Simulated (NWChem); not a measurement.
**Run report: CF₂ (charge +1), single-point calculation (part 3 of 3)**

The same run, continued: CF₂, charge +1, multiplicity 2; MP2/cc-pVTZ, UHF (NWChem 7.3.0). A bond length was changed on purpose from its optimised value.

Geometry of the input (Å):
```
F  1.1236  1.3972  0.7728
C  1.0202  0.2029  0.5839
F  -0.6548  -0.7516  -0.4435
```

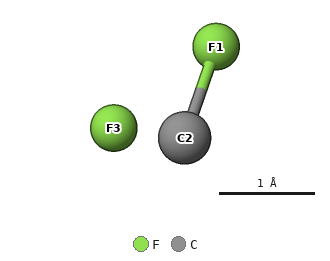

*The input geometry (ball-and-stick view, seen at an oblique angle; atoms are numbered from 1 in the order of the input). Sticks are drawn by distance; a stretched bond gets none, so the picture shows separate pieces.*

Output, continued
```
    Atom       Charge   Shell Charges
 -----------   ------   -------------------------------------------------------
    1 F    9     8.83   1.95  0.27  1.10  0.54  1.51  2.46  0.97  0.00  0.02  0.00
    2 C    6     5.22   1.96  0.27  1.13  0.43  0.43  0.73  0.09  0.04  0.10  0.02
    3 F    9     8.95   1.95  0.28  1.12  0.65  1.49  2.29  1.16  0.00  0.00  0.00

  Mulliken analysis of the alpha density
  --------------------------------------

    Atom       Charge   Shell Charges
 -----------   ------   -------------------------------------------------------
    1 F    9     4.42   0.97  0.14  0.55  0.27  0.76  1.23  0.49  0.00  0.01  0.00
    2 C    6     2.61   0.98  0.14  0.57  0.22  0.22  0.36  0.04  0.02  0.05  0.01
    3 F    9     4.98   0.97  0.14  0.57  0.31  0.92  1.40  0.66  0.00  0.00  0.00

   Mulliken analysis of the beta density
   -------------------------------------

    Atom       Charge   Shell Charges
 -----------   ------   -------------------------------------------------------
    1 F    9     4.42   0.97  0.14  0.55  0.27  0.76  1.23  0.49  0.00  0.01  0.00
    2 C    6     2.61   0.98  0.14  0.56  0.22  0.22  0.37  0.05  0.02  0.05  0.01
    3 F    9     3.97   0.98  0.13  0.55  0.34  0.58  0.89  0.50  0.00  0.00  0.00

   Mulliken analysis of the spin density
   -------------------------------------

    Atom       Charge   Shell Charges
 -----------   ------   -------------------------------------------------------
    1 F    9    -0.00   0.00  0.00  0.00 -0.00 -0.00 -0.00 -0.00  0.00  0.00  0.00
    2 C    6    -0.00   0.00  0.00  0.00  0.00 -0.00 -0.00 -0.01  0.00  0.00  0.00
    3 F    9     1.00  -0.00  0.01  0.03 -0.03  0.34  0.51  0.16 -0.00 -0.00  0.00

       Multipole analysis of the density wrt the origin
       ------------------------------------------------

     L   x y z        total         alpha         beta         nuclear
     -   - - -        -----         -----         ----         -------
     0   0 0 0      1.000000    -12.000000    -11.000000     24.000000

     1   1 0 0      1.739689     -8.290121     -9.509013     19.538823
     1   0 1 0      0.941606     -5.461986     -6.876147     13.279739
     1   0 0 1      1.061525     -5.166220     -5.993359     12.221105

     2   2 0 0     -5.274886    -42.048121    -39.879666     76.652900
     2   1 1 0      2.000615    -35.091546    -33.614258     70.706419
     2   1 0 1      2.463020    -24.399315    -23.139418     50.001753
     2   0 2 0     -8.054693    -46.112248    -43.722452     81.780007
     2   0 1 1      1.244047    -23.883384    -22.825639     47.953070
     2   0 0 2     -7.855364    -20.830371    -19.844140     32.819147

                   NWChem MP2 Semi-direct Energy/Gradient Module
                   ---------------------------------------------

  Basis functions       =     90
  Molecular orbitals    =     90
  Frozen core           =      3
  Frozen virtuals       =      0
  Active alpha occupied =      9
  Active beta occupied  =      8
  Active alpha virtual  =     78
  Active beta virtual   =     79
  Use MO symmetry       = F
  Use skeleton AO sym   = F

  AO/Fock/Back tols     =   1.0D-11  1.0D-11  1.0D-11

 GA uses MA = F    GA memory limited = T

 Available:
  local mem=  1.26D+08
 global mem=  1.44D+08
 local disk=  0.00D+00
   1 passes of   9:        5242880                      51609                   9293808.
   1 passes of   9: M    126153387           G      144163000           F     120910507.

 Semi-direct pass number   1 of   1  for UHF alpha       at      111.5s
 Done moints_semi at      113.0s
 Done maket at      113.1s
 Done multipass loop at      113.1s

 GA uses MA = F    GA memory limited = T

 Available:
  local mem=  1.26D+08
 global mem=  1.44D+08
 local disk=  0.00D+00
   1 passes of   8:        5242880                      48111                   8368464.
   1 passes of   8: M    126153387           G      144163000           F     120910507.

 Semi-direct pass number   1 of   1  for UHF beta        at      113.1s
 Done moints_semi at      114.5s
 Done maket at      114.6s
 Done multipass loop at      114.6s

          -------------------------------------------
          SCF energy                -236.291232414833
          Correlation energy          -0.559118690676
          Singlet pairs                0.000000000000
          Triplet pairs                0.000000000000
          Total MP2 energy          -236.850351105509
          -------------------------------------------

          ---------------------------------------------------
                    Spin Component Scaled (SCS) MP2
          Same spin pairs                     -0.139004694725
          Same spin scaling factor             0.333333333333
          Opposite spin pairs                 -0.420113995951
          Opposite spin scaling fact.          1.200000000000
          SCS-MP2 correlation energy          -0.550471693383
          Total SCS-MP2 energy              -236.841704108216
          ---------------------------------------------------

 -----------------------
 Task  times  cpu:      114.6s     wall:      114.6s
 Total times  cpu:      114.6s     wall:      114.6s
```

Results in brief

| quantity | value |
| --- | --- |
| outcome | converged |
| total energy | −236.850351 hartree |
| SCF energy | −236.291232 hartree |
| correlation energy | −0.559119 hartree |
| basis functions | 90 |
| ⟨S²⟩ | 0.754 |
| wall time | 1.9 min |
| peak memory | 0.21 GiB |
